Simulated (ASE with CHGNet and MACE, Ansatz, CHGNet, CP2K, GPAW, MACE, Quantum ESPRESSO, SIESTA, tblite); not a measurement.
## Machine-learned potentials runs on glassy 86SiO2-5SrO-5ZnO-5MgO (mol %) (63 atoms)

Wanted: machine-learned potentials inputs and outputs for glassy 86SiO2-5SrO-5ZnO-5MgO (mol %) (63 atoms), checked against a plane-wave reference.

Calculated with ASE with CHGNet and MACE; the method is named at each step.

**1. The starting structure**

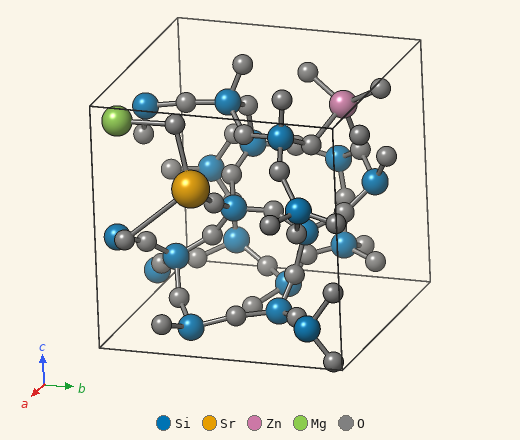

The cell as given, slightly off an axis (silicon blue, strontium orange, zinc pink, magnesium green, oxygen grey). Bonds to atoms that aren't drawn are left out. Some periodic images of atoms are drawn too.

The cell holds 63 atoms: 19 Si, 1 Sr, 1 Zn, 1 Mg and 41 O. Its edges and angles: a = 9.658 Å, b = 9.658 Å, c = 9.658 Å, α = 90.0°, β = 90.0°, γ = 90.0°. 63 atoms (19 Si, 1 Sr, 1 Zn, 1 Mg, 41 O) placed at random at 2.44 g/cm³, melted at 4000 K for 10 ps at fixed volume with the Morse and Coulomb pair potential with partial charges (Pedone, Malavasi, Menziani, Cormack and Segre, J. Phys. Chem. B 110, 11780 (2006)). Quenched from 4000 K to 300 K at 50 K/ps and fixed volume, held 10 ps at zero pressure. Then every atom was moved at random, 0.05 Å r.m.s. a Cartesian component.

The yardstick, on the same geometry:

- method: Kohn-Sham DFT, PBE, PAW, plane waves (Ansatz 0.2.0); cutoff 420 eV, Γ point, fermi-dirac smearing of 0.05 eV; PAW set soft_2
- r.m.s. force component: 2.63 eV/Å
- longest force: 12.41 eV/Å
- pressure: 5.5 GPa
- gap (highest filled to lowest empty level): 2.478 eV
- SCF cycles: 9
- time: 8.3 s on 4 threads of Arm Neoverse V1, shared host
- CPU time: 31 s

**2. CHGNet 0.3.0 potential**

Method: machine-learned interatomic potential CHGNet 0.3.0, trained on PBE(+U) plane-wave data.

Input file run.py:

```python
import numpy as np
from ase.io import read
import mlip  # loads the published weights by name

atoms = read("structure.xyz")
atoms.calc = mlip.calc("chgnet-0.3.0")
energy = atoms.get_potential_energy()
forces = atoms.get_forces()
print(f"energy {energy:.6f} eV")
print("forces (eV/A)")
for i, (a, f) in enumerate(zip(atoms, forces)):
    print(f"{i:4d} {a.symbol:2s} {f[0]:10.5f} {f[1]:10.5f} {f[2]:10.5f}")
stress = -atoms.get_stress(voigt=False) * 160.21766
print("stress (GPa, compression positive)")
for row in stress:
    print(" ".join(f"{x:10.4f}" for x in row))
```

Input file structure.xyz:

```xyz
63
Lattice="9.65803 0.00000 0.00000 0.00000 9.65803 0.00000 0.00000 0.00000 9.65803" Properties=species:S:1:pos:R:3 pbc="T T T"
Si 5.77483 1.73835 2.40070
Si 7.90065 7.49743 5.51966
Si 3.46105 0.09668 0.86410
Si 2.75051 5.03299 0.51670
Si 1.15829 2.42494 1.43354
Si 5.13962 3.87895 4.29502
Si 6.75135 6.12821 0.98377
Si 7.90645 3.03011 0.46919
Si 4.80757 0.39965 7.92944
Si 4.46713 3.55811 8.25597
Si 3.42290 8.91079 5.18240
Si 5.91516 6.15497 7.59730
Si 8.09324 0.30181 3.89170
Si 2.44986 3.72800 5.88541
Si 5.40299 6.78873 3.70743
Si 9.09555 8.11110 1.31098
Si 1.33059 1.59715 4.27899
Si 2.17113 7.09431 2.03137
Si 1.35280 6.70596 5.15343
Sr 8.46072 3.44512 6.22711
Zn 3.09665 7.64105 8.04166
Mg 8.07382 0.46832 8.53113
O 6.86589 0.99381 3.32449
O 0.64699 7.31876 1.47497
O 4.81540 5.34050 4.20337
O 6.52564 3.61944 4.98007
O 6.83624 6.98681 4.17459
O 2.91682 5.88918 1.81030
O 1.43287 2.44242 3.05300
O 2.75408 8.54456 1.71720
O 4.14658 4.08960 0.02386
O 5.74189 6.41902 2.09183
O 2.31242 0.37270 4.48587
O 6.20210 9.41812 8.10772
O 7.19620 6.53907 6.75879
O 4.74837 6.92162 6.95813
O 9.38036 1.07330 4.31511
O 7.90075 2.70763 8.53895
O 5.02160 2.93411 3.08729
O 2.65625 6.11199 9.01519
O 9.43464 6.92046 5.46461
O 1.69218 3.81569 0.71469
O 4.41015 8.00216 4.23398
O 5.51860 4.54797 7.42712
O 2.95796 3.76586 7.58590
O 1.34643 2.58710 5.75223
O 4.68328 0.73391 1.63057
O 1.75361 7.05857 3.74490
O 2.25602 7.93243 5.95331
O 2.13085 1.18543 0.95257
O 7.77858 7.21339 1.20358
O 1.81986 5.20549 5.70509
O 6.02429 6.31490 9.16470
O 7.45252 4.66860 0.90670
O 7.94740 8.99143 5.17535
O 4.00760 9.63021 6.48054
[... 3 atom lines left out ...]
O 9.14133 9.12771 0.10363
O 4.80806 2.01785 8.21715
O 6.76738 2.17151 1.15645
O 9.31333 2.39336 1.02955
```

Command:

```console
$ OMP_NUM_THREADS=1 python run.py > output.txt
```

The log of the run:

```text
CHGNet v0.3.0 initialized with 412,525 parameters
CHGNet will run on cpu
energy -495.431549 eV
forces (eV/A)
   0 Si    0.76121   -0.63613   -3.03640
   1 Si   -2.72072   -5.83504   -0.59916
   2 Si   -4.95521    2.19873    4.70749
   3 Si    2.23170   -4.13727   -5.83241
   4 Si    3.87759   -0.02076   -1.50383
   5 Si    0.50005   -2.67000    4.78419
   6 Si   -0.54729   -2.89459   -4.05207
   7 Si   -0.86054    2.92560   -0.33514
   8 Si   -0.99979    0.74392   -1.45901
   9 Si   -1.31594    2.62651   -2.91446
  10 Si   -2.36485   -0.64553    0.28740
  11 Si   -1.67056   -2.11029    0.88624
  12 Si    3.40454   -3.94603   -1.96736
  13 Si    3.59538    1.43196    4.77970
  14 Si   -1.72034   -1.94901   -1.79910
  15 Si   -7.03221    6.28256    0.73817
  16 Si   -2.79708   -2.79929    5.88402
  17 Si   -7.10563    8.96283    4.69854
  18 Si    0.50030   -0.29128    4.19626
  19 Sr   -1.04357    0.36593    0.27923
  20 Zn    1.00831   -1.36528   -1.31393
  21 Mg   -0.93292    0.07324    0.97802
  22 O    -3.66588    1.40791    0.46098
  23 O     6.78103   -5.45672    0.84878
[...]
55 O     1.40812    1.50457    1.44961
  56 O    -0.36108   -0.21492   -0.27725
  57 O     1.02679   -0.92712   -4.08557
  58 O     0.29780   -1.69128   -1.39186
  59 O    -0.31950    0.97660   -1.82590
  60 O     0.50860   -2.75563   -0.38299
  61 O    -1.62820   -0.93405    0.96741
  62 O    -1.80395    0.09658    0.25225
stress (GPa, compression positive)
    5.5346     0.7922     0.7699
    0.7922     6.1507    -0.3815
    0.7699    -0.3815     5.2912
```

It took 6.8 s on 1 thread of Arm Neoverse V1, shared host; peak memory 0.95 GiB.

Banners, paths, timers and routine set-up lines are dropped from the logs unmarked, and long logs keep their key lines alone; longer cuts are marked.

Compared with the plane-wave run:

- r.m.s. force component: 2.636 eV/Å
- r.m.s. difference of force components: 177.4 meV/Å
- longest difference of force vectors: 696.7 meV/Å
- force difference over r.m.s. force: 6.744 %
- slope of forces against the reference's: 0.9998
- correlation of force components: 0.9977
- pressure: 5.659 GPa
- pressure difference: 0.1592 GPa

Length of the force difference by element (eV/Å):

```csv
element,atoms,mean,most
Mg,1,0.52,0.52
O,41,0.23,0.66
Si,19,0.33,0.70
Sr,1,0.22,0.22
Zn,1,0.45,0.45
```

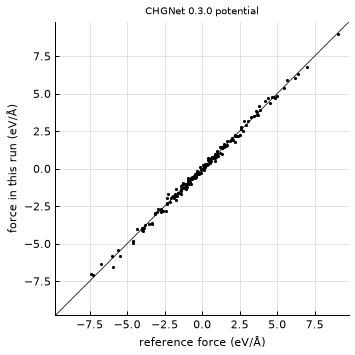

Force components against those of the reference; the line marks equality.

Local excerpt of 11 atoms (numbers count through the whole input) about Si18, which bears the longest force; x, y, z are measured from there.

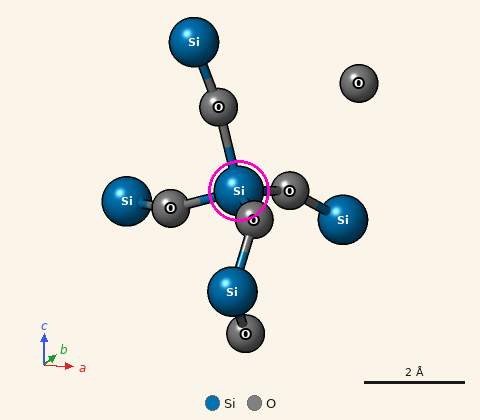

The atoms of the table, within 3.3 Å (arrows a, b, c point along x, y, z); some may hide others; the central atom is ringed.

```csv
atom,x,y,z,distance (Å),bonds,Fx,Fy,Fz (eV/Å)
Si18,0.00,0.00,0.00,0.00,4,-7.11,8.96,4.70
O28,0.75,-1.21,-0.22,1.43,2,4.87,-6.37,1.65
O30,0.58,1.45,-0.31,1.59,2,2.02,-0.03,-0.40
O24,-1.52,0.22,-0.56,1.64,2,6.78,-5.46,0.85
O48,-0.42,-0.04,1.71,1.76,2,1.58,0.23,-6.56
Si4,0.58,-2.06,-1.51,2.62,4,2.23,-4.14,-5.83
O40,0.49,-0.98,-2.67,2.89,2,-1.34,0.93,0.26
Si16,-2.73,1.02,-0.72,3.00,4,-7.03,6.28,0.74
Si3,1.29,2.66,-1.17,3.18,4,-4.96,2.20,4.71
Si19,-0.82,-0.39,3.12,3.25,4,0.50,-0.29,4.20
O43,2.24,0.91,2.20,3.27,2,-0.39,0.85,-0.51
```

Atoms are counted from 1 here, from 0 in the log.

Forces lie 6.7 % from the reference's, at 0.11 times its CPU time (on 1 against 4 cores).

**3. MACE MPA-0 medium potential**

Method: machine-learned interatomic potential MACE MPA-0 medium, trained on PBE(+U) plane-wave data.

Changes to run.py since step 2:

```diff
@@ -5,3 +5,3 @@
 atoms = read("structure.xyz")
-atoms.calc = mlip.calc("chgnet-0.3.0")
+atoms.calc = mlip.calc("mace-mpa-0-medium")
 energy = atoms.get_potential_energy()
```

structure.xyz is that of step 2.

The log of the run:

```text
energy -467.104160 eV
forces (eV/A)
   0 Si    0.65602   -0.57451   -3.15856
   1 Si   -2.88116   -6.10819   -0.86199
   2 Si   -4.75482    2.23237    4.93477
   3 Si    2.55445   -4.12261   -5.49907
   4 Si    3.91588    0.07658   -1.34864
   5 Si    0.37871   -2.76494    4.54325
   6 Si   -0.52771   -2.80029   -4.30968
   7 Si   -0.79941    3.03919   -0.26026
   8 Si   -0.72028    0.86738   -1.38279
   9 Si   -1.24110    2.33586   -2.98541
  10 Si   -2.43011   -0.68666    0.19261
  11 Si   -1.79462   -1.81993    1.02816
  12 Si    3.22242   -4.08436   -2.07821
  13 Si    3.63738    1.52224    4.72424
  14 Si   -1.88598   -2.19246   -1.84986
  15 Si   -7.51615    6.47299    0.51590
  16 Si   -2.53930   -2.69441    5.75888
  17 Si   -7.24193    8.90975    4.52325
  18 Si    0.77941   -0.17250    3.82102
  19 Sr   -1.13662    0.55032    0.33224
  20 Zn    1.09375   -1.39529   -1.23150
  21 Mg   -1.49748    0.17134    1.07680
  22 O    -3.53962    1.33195    0.53550
  23 O     7.14890   -5.65512    0.88964
[...]
55 O     1.39389    1.48100    1.33607
  56 O    -0.21002   -0.30983   -0.22978
  57 O     0.97637   -0.92693   -4.13569
  58 O     0.42184   -1.58215   -1.27871
  59 O    -0.00835    0.86756   -1.74831
  60 O     0.47038   -2.59657   -0.38345
  61 O    -1.55764   -0.90787    0.85725
  62 O    -1.83591    0.10733    0.27370
stress (GPa, compression positive)
    5.3108     0.9277     0.7698
    0.9277     5.8710    -0.4341
    0.7698    -0.4341     5.2973
```

It took 9.2 s on 1 thread; peak memory 0.95 GiB.

Compared with the plane-wave run:

```yaml
r_m_s_force_component: 2.643 eV/Å
r_m_s_difference_of_force_components: 101.3 meV/Å
longest_difference_of_force_vectors: 504.1 meV/Å
force_difference_over_r_m_s_force: 3.85 %
slope_of_forces_against_the_reference_s: 1.004
correlation_of_force_components: 0.9993
pressure: 5.493 GPa
pressure_difference: -0.0066 GPa
```

Against the first run (6.7 %), the force difference from the reference is 3.8 %, at 2.0 times the CPU time.

**4. MACE MP-0b3 medium potential**

Method: machine-learned interatomic potential MACE MP-0b3 medium, trained on PBE(+U) plane-wave data.

Changes to run.py since step 3:

```diff
@@ -5,3 +5,3 @@
 atoms = read("structure.xyz")
-atoms.calc = mlip.calc("mace-mpa-0-medium")
+atoms.calc = mlip.calc("mace-mp-0b3-medium")
 energy = atoms.get_potential_energy()
```

structure.xyz is that of step 3.

The log of the run:

```text
energy -467.172341 eV
forces (eV/A)
   0 Si    0.79380   -0.63027   -3.15485
   1 Si   -2.83785   -5.87543   -0.93194
   2 Si   -4.73921    2.26614    4.95869
   3 Si    2.50376   -4.07618   -5.49239
   4 Si    3.82996    0.13037   -1.37220
   5 Si    0.40384   -2.79729    4.59877
   6 Si   -0.60296   -2.77620   -4.26341
   7 Si   -0.77116    2.95534   -0.20163
   8 Si   -0.72598    0.95291   -1.49072
   9 Si   -1.33718    2.37472   -2.95910
  10 Si   -2.39483   -0.54982    0.18250
  11 Si   -1.78421   -1.97685    1.13998
  12 Si    3.21469   -4.04039   -2.00701
  13 Si    3.57931    1.54867    4.81454
  14 Si   -1.92821   -2.06085   -1.83052
  15 Si   -7.29623    6.28139    0.40869
  16 Si   -2.49490   -2.68166    5.70995
  17 Si   -7.34076    8.99398    4.52181
  18 Si    0.72605   -0.28810    3.89235
  19 Sr   -0.97784    0.31576    0.26203
  20 Zn    1.03158   -1.33245   -1.27303
  21 Mg   -1.23433   -0.19170    1.00029
  22 O    -3.59165    1.30597    0.42067
  23 O     6.93187   -5.51108    0.91132
[...]
55 O     1.41030    1.43580    1.34888
  56 O    -0.15521   -0.32728   -0.27965
  57 O     0.97597   -0.96595   -4.07429
  58 O     0.38166   -1.50948   -1.24885
  59 O    -0.22184    1.05098   -1.79631
  60 O     0.48462   -2.63130   -0.34858
  61 O    -1.58449   -0.93067    0.92742
  62 O    -1.83945    0.11599    0.29661
stress (GPa, compression positive)
    5.2024     0.8519     0.6652
    0.8519     6.0611    -0.3482
    0.6652    -0.3482     5.0748
```

It took 8.3 s on 1 thread; peak memory 0.95 GiB.

Numbers from this run, and their distance from the reference:

```yaml
r_m_s_force_component: 2.627 eV/Å
r_m_s_difference_of_force_components: 102.2 meV/Å
longest_difference_of_force_vectors: 584.9 meV/Å
force_difference_over_r_m_s_force: 3.886 %
slope_of_forces_against_the_reference_s: 0.9979
correlation_of_force_components: 0.9992
pressure: 5.446 GPa
pressure_difference: -0.0535 GPa
```

Against the first run (6.7 %), the force difference from the reference is 3.9 %, at 2.0 times the CPU time.

**5. All runs compared**

Differences are against the plane-wave reference, forces as r.m.s. over components; share is that over the reference's r.m.s. force, slope the least-squares factor from reference forces to these. Total energies of different programs have different zeros and aren't compared.

```csv
run,"Δ force, r.m.s. (meV/Å)",share (%),slope,Δ pressure (GPa),cores,CPU time,memory (GiB)
reference,-,-,-,-,4,31 s,1.0
CHGNet 0.3.0 potential,177,6.74,1.000,0.159,1,3.6 s,0.95
MACE MPA-0 medium potential,101,3.85,1.004,-0.0066,1,7.1 s,0.95
MACE MP-0b3 medium potential,102,3.89,0.998,-0.0535,1,7 s,0.95
```

Times of the machine-learned potentials are mostly Python's start and the loading of weights.

CPU time is summed over cores on a shared host, where runs went side by side, so it is rough. Symmetry, cutoffs, thresholds, outputs and thread counts weren't matched or tuned between programs; memory under MPI is the largest rank's times the ranks.

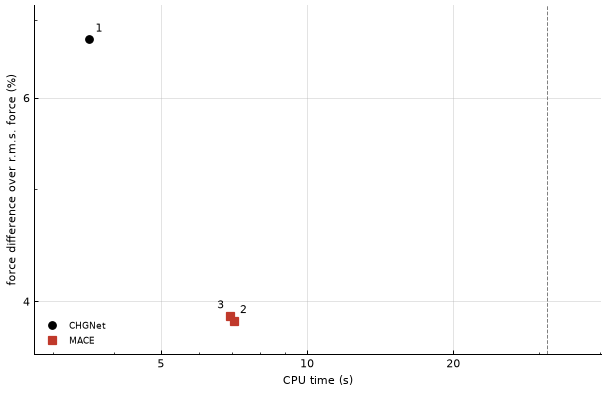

Force difference against CPU time; the dashed line marks the reference's time. Points: 1 CHGNet 0.3.0 potential; 2 MACE MPA-0 medium potential; 3 MACE MP-0b3 medium potential.

A second geometry, displaced anew (every atom was moved at random, 0.08 Å r.m.s. a Cartesian component), gives an energy difference that all programs can be tested on. The reference puts it at 214.4 meV/atom.

| run | energy less the first geometry's (meV/atom) | error (meV/atom) | force share at the second geometry (%) |
| --- | --- | --- | --- |
| CHGNet 0.3.0 potential | 217.5 | 3.14 | 4.99 |
| MACE MPA-0 medium potential | 216.1 | 1.74 | 2.75 |
| MACE MP-0b3 medium potential | 216.4 | 2.03 | 3.32 |

**6. What came out**

```
nearest in forces : MACE MPA-0 medium potential, 3.8 %
its CPU time      : 7.1 s
```

**Reading.** Machine-learned potentials differ by 3.8 % (MACE MPA-0 medium potential) to 6.7 % (CHGNet 0.3.0 potential); they were trained on other programs' data. The energy difference between the two geometries, 214 meV/atom in the reference, is met best by MACE MPA-0 medium potential (+1.74) and worst by CHGNet 0.3.0 potential (+3.14). Forces of 2.6 eV/Å r.m.s. are well above thermal ones: they come largely from the bond lengths of the classical model and from the random displacements, and they dominate the comparison. Machine-learned potentials mimic data converged in k, so the reference's own k-point error enters their differences. The quench rate of 50 K/ps is many orders above laboratory rates, so the cell is likely richer in defects and strain than a real sample. The network of bonds at the start is that of the classical potential that made the cell, and needn't be the one that DFT or experiment would give. The electronic-structure runs sample only Γ, in a cell whose shortest periodic width is 10 Å.

[Also dropped from logs without a mark: logging warnings of Python, and SIESTA's first energy breakdown and zero terms.]

[Logs are printed without paths, hosts, clocks, repeated set-up lines and the standing remarks that a program may print on its own settings, such as how far it seeks lower states.]

[Hosts, paths, dates, database ids (printed as entryN), source tags and the programs' standing remarks are cut or masked in the printed files.]
